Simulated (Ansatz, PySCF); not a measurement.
Breaking the Cd1–H2 bond in CdH2Se (SMILES [SeH][CdH]) (multiplicity 1 held, fragments rigid). Energies count from the point at 1.673 Å.
Geometry at that point (charge 0, multiplicity 1):
```xyz
4

Cd    -0.578    -0.435    -0.716
H     -1.527    -1.155    -1.891
Se     0.833     0.666     1.015
H      0.951    -0.596     1.766
```

Restricted levels (R-, RO-) in cc, def2 and unpolarised 6-31G sets keep to the state of the molecule at rest. Active spaces are followed from a long bond inwards. Curves can end on different states.

Correlated levels freeze the cores. Filled d and f shells under p-block atoms count as core. Rows in LANL2DZ carry no dispersion term and start afresh at each structure. LANL2DZ brings its own core potentials from Na on.

Run with Ansatz (Gaussian orbitals); PySCF for LANL2DZ rows. Values without a source in brackets are computed. In def2 rows elements past Kr take small-core potentials, without spin–orbit coupling.

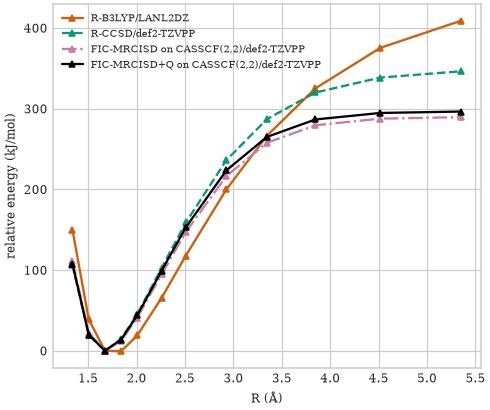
Figure: Relative energy along the coordinate

Task: Read off the R-B3LYP/LANL2DZ curve at R = 2.509.

Result: about 120 kJ/mol

Doubts at one or more of the structures used: a restricted determinant that unrestricted orbitals would lower (R-CCSD/def2-TZVPP); other coupled-cluster roots lie near (R-CCSD/def2-TZVPP); T1 above 0.05 (R-CCSD/def2-TZVPP).

Ansatz is a program for electronic structure.
